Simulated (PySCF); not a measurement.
# One shape, several levels: SnH2 (SMILES [H][Sn][H])

Aim: a comparison of 6 runs (B3LYP/STO-3G, PBE/STO-3G, wB97X-V/STO-3G, MP2/STO-3G, CISD/STO-3G, UCCSD(T)/STO-3G) of SnH2. Input form: a Python script.

The results are computed with PySCF 2.14.0.

10 further runs of the same task are left out: 1 that didn't finish, 9 set aside as unsound or not needed.

## Step 1: The system as given

SnH2: 3 atoms, total charge 0, spin state singlet. SMILES: `[H][Sn][H]`. The Sn1–H2 distance was set to 2.160 Å, away from the relaxed value.

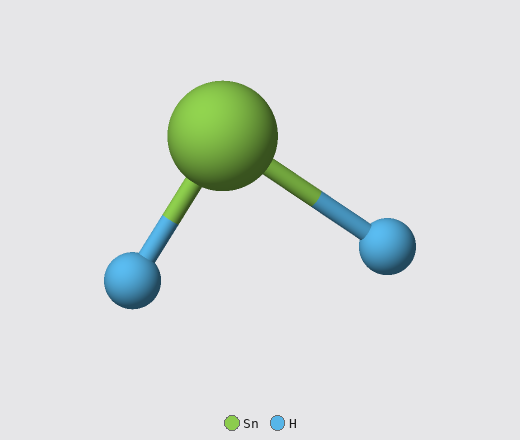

Viewed from a chosen angle; tin green, hydrogen blue.

## Step 2: The energy at B3LYP/STO-3G (run 1)

File input.py:

```python
from pyscf import gto, dft

mol = gto.M(
    atom=[
    ('Sn', (-0.241131, -0.007078, -1.132675)),
    ('H', (1.236480, -0.017770, 0.442810)),
    ('H', (-1.487931, 0.028412, 0.164655)),
],
    verbose=3,
    basis='sto-3g',
    charge=0,
    max_memory=1860,
)

mf = dft.RKS(mol, xc='b3lyp')
mf.conv_tol = 1e-10
mf.grids.level = 5
mf.kernel()
if not mf.converged:
    mf = mf.newton().run(mf.mo_coeff, mf.mo_occ)

energy = mf.e_tot
print('E = %.10f Eh' % energy)
```

The run is started by

```bash
$ OMP_NUM_THREADS=1 python input.py
```

Log:

```text
converged SCF energy = -5966.39303611271
E = -5966.3930361127 Eh
```

Wall time 1.4 s (1 thread of AMD EPYC 9R45 (Zen 5), shared host); peak memory 0.22 GiB.

## Step 3: The energy at PBE/STO-3G (run 2)

File calc.py:

```python
from pyscf import gto, dft

system = gto.M(
    atom=[
    ('Sn', (-0.241131, -0.007078, -1.132675)),
    ('H', (1.236480, -0.017770, 0.442810)),
    ('H', (-1.487931, 0.028412, 0.164655)),
],
    verbose=3,
    basis='sto-3g',
    spin=0,
    max_memory=1860,
    charge=0,
)

ks = dft.RKS(system)
ks.xc = 'pbe'
ks.conv_tol = 1e-10
ks.grids.level = 5
ks.kernel()
if not ks.converged:
    ks = ks.newton().run(ks.mo_coeff, ks.mo_occ)

e_final = ks.e_tot
print(f'total energy: {e_final:.8f} hartree')
```

The run is started by

```bash
$ OMP_NUM_THREADS=1 python calc.py
```

Log:

```text
converged SCF energy = -5965.77615703954
total energy: -5965.77615704 hartree
```

Wall time 1.5 s (1 thread of AMD EPYC 9R45 (Zen 5), shared host); peak memory 0.22 GiB.

Run 3 isn't shown in full; the table further down has it.

## Step 4: A single-point energy at MP2/STO-3G (run 4)

File mol.xyz:

```xyz
3

Sn    -0.241131    -0.007078    -1.132675
H      1.236480    -0.017770     0.442810
H     -1.487931     0.028412     0.164655
```

File run.py:

```python
from pyscf import gto, scf, mp

mol = gto.M(
    atom='mol.xyz',
    verbose=3,
    basis='sto-3g',
    max_memory=1860,
)

hf = scf.RHF(mol)
hf.conv_tol = 1e-10
hf.kernel()
if not hf.converged:
    hf = hf.newton().run(hf.mo_coeff, hf.mo_occ)

pt = mp.MP2(hf, frozen=18).run()
e_tot = pt.e_tot
print(f'total energy: {e_tot:.8f} hartree')
```

The run is started by

```bash
$ OMP_NUM_THREADS=1 python run.py
```

Log:

```text
converged SCF energy = -5964.32356288969
E(RMP2) = -5964.36374926086  E_corr = -0.0401863711715347
E(SCS-RMP2) = -5964.37168858759  E_corr = -0.0481256979074663
total energy: -5964.36374926 hartree
```

It took 0.52 s on 1 thread of AMD EPYC 9R45 (Zen 5), shared host; peak memory 0.12 GiB.

Run 5 isn't shown in full; the table further down has it.

## Step 5: The energy at UCCSD(T)/STO-3G (run 6)

File input.py:

```python
from pyscf import gto, scf, cc

mol = gto.Mole()
mol.atom = '''
Sn    -0.455672    -0.013375    -2.140446
H      2.336609    -0.033580     0.836790
H     -2.811782     0.053691     0.311153
'''
mol.max_memory = 1860
mol.basis = 'sto-3g'
mol.unit = 'bohr'
mol.verbose = 3
mol.build()

mf = scf.UHF(mol)
mf.conv_tol = 1e-10
mf.kernel()
if not mf.converged:
    mf = mf.newton().run(mf.mo_coeff, mf.mo_occ)
for _ in range(3):
    mo, _, stable, _ = mf.stability(return_status=True)
    if stable:
        break
    mf.kernel(mf.make_rdm1(mo, mf.mo_occ))

mycc = cc.CCSD(mf, frozen=18)
mycc.kernel()
e_t = mycc.ccsd_t()
e_tot = mycc.e_tot + e_t
print('Final energy', e_tot)
```

The run is started by

```bash
$ OMP_NUM_THREADS=1 python input.py
```

Log:

```text
converged SCF energy = -5964.32356277034  <S^2> = 8.5051965e-12  2S+1 = 1
<class 'pyscf.scf.uhf.UHF'> wavefunction has an internal instability
converged SCF energy = -5964.32497922686  <S^2> = 0.24530283  2S+1 = 1.4075551
<class 'pyscf.scf.uhf.UHF'> wavefunction is stable in the internal stability analysis
E(UCCSD) = -5964.390458727083  E_corr = -0.06547950021928148
UCCSD(T) correction = -0.000203591591282266
Final energy -5964.390662318674
```

Run time: 0.58 s. Hardware: 1 thread of AMD EPYC 9R45 (Zen 5), shared host; peak memory 0.12 GiB.

## Step 6: All runs side by side

```
run            level  nlc grid  integration grid   energy (Eh)  dipole moment (D) of the reference  HOMO energy (eV)  LUMO energy (eV)  wall time
  1     B3LYP/STO-3G         –                 5  -5966.393036                                0.75             -3.05              0.22      1.4 s
  2       PBE/STO-3G         –                 5  -5965.776157                                0.66             -2.25             -0.51      1.5 s
  3   wB97X-V/STO-3G         1                 5  -5966.097933                                0.65             -5.30              2.84        6 s
  4       MP2/STO-3G         –                 –  -5964.363749                                0.83             -5.14              4.35     0.52 s
  5      CISD/STO-3G         –                 –  -5964.387071                                0.83             -5.14              4.35      0.5 s
  6  UCCSD(T)/STO-3G         –                 –  -5964.390662                                1.07             -5.39              4.63     0.58 s
```

## Step 7: Outcome

```
                                           quantity           value
                                run 6: total energy  -5964.39066 Eh
        run 6: dipole moment (Hartree–Fock density)          1.07 D
         run 6: HOMO energy (Hartree–Fock orbitals)        -5.39 eV
         run 6: LUMO energy (Hartree–Fock orbitals)         4.63 eV
       run 6: HOMO–LUMO gap (Hartree–Fock orbitals)        10.02 eV
run 6: correlation energy (18 core orbitals frozen)       -65.7 mEh
                              run 6: (T) correction       -0.20 mEh
           run 6: ⟨S²⟩ of the reference determinant           0.245
                               run 6: T1 diagnostic           0.057
```

What this shows: Over runs 1, 2, 3 the dipole moment (its size) runs from 0.65 D (wB97X-V/STO-3G) to 0.75 D (B3LYP/STO-3G). Over runs 1, 2, 3 the HOMO–LUMO gap runs from 1.74 eV (PBE/STO-3G) to 8.14 eV (wB97X-V/STO-3G). Totals of different functionals can't be ranked against each other. In runs 1, 2, 3, 4, 5, 6 the basis is minimal, so the values are rough. In runs 1, 2, 3, 4, 5, 6 relativity is left out where basis or elements ask for it. Spin contamination of the reference: run 6 ⟨S²⟩ = 0.25. All runs together took 10 s, the longest 6 s.
